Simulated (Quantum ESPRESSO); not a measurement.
# Dipole at the next field: 2H-NbSTe, 1 layer

How the rows were computed: Quantum ESPRESSO 7.5, RPBE, GBRV ultrasoft, PBE files; sawtooth field along the normal with dipole correction, ions clamped, threshold 1e-9 Ry; cell area 10.803 Å².

| field (V/Å) | dipole (e Å a cell) |
| --- | --- |
| 0 | −0.04026 |
| 0.1 | −0.00662 |
| 0.2 | 0.02713 |

One more run was made and is withheld. What is the dipole at 0.3 V/Å, and what electrostatic thickness 4πα/A follows from the rows?

**Fit.** The slope is (0.02713 − (−0.04026))/0.2 = 0.3370 e Å²/V, so 4πα/A = 180.95 × 0.3370/10.803 = 5.64 Å. Linear response gives p = −0.04026 + 0.3370 × (0.3) = 0.06083 e Å; a parabola through the three rows gives 0.06099.

**The withheld run.** p = 0.06098 e Å. The line misses by 0.2 % of the induced dipole and the parabola by 0.0 %. The response is linear over this range.

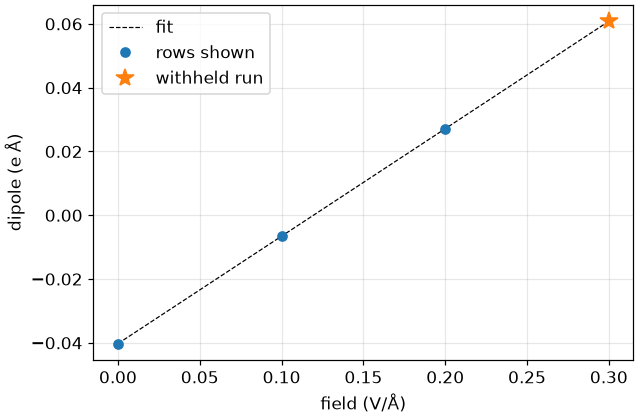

The rows shown, the fit and the withheld run.

Caveats: Electrons alone respond; local and semilocal functionals tend to overscreen.
